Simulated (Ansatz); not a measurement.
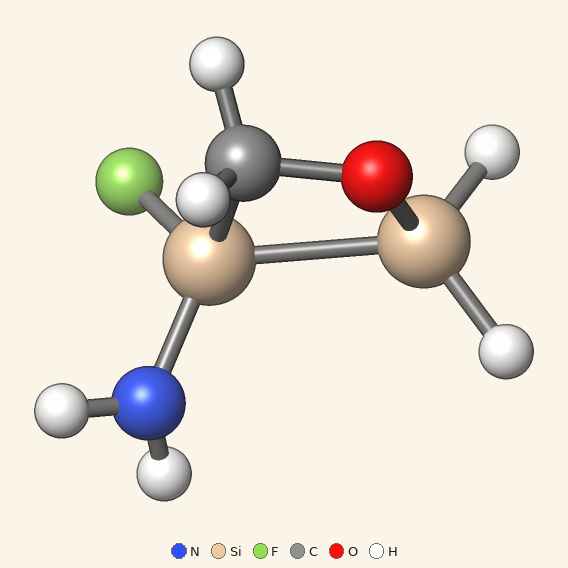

The geometry was computed by an optimisation with PBE-D4/def2-SVP. No frequency run is at hand to confirm it as a minimum.

Draw it as a skeletal formula.

SMILES: N[Si@@]1(F)CO[SiH2]1

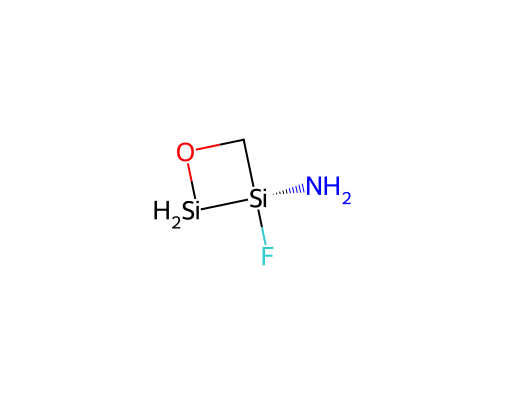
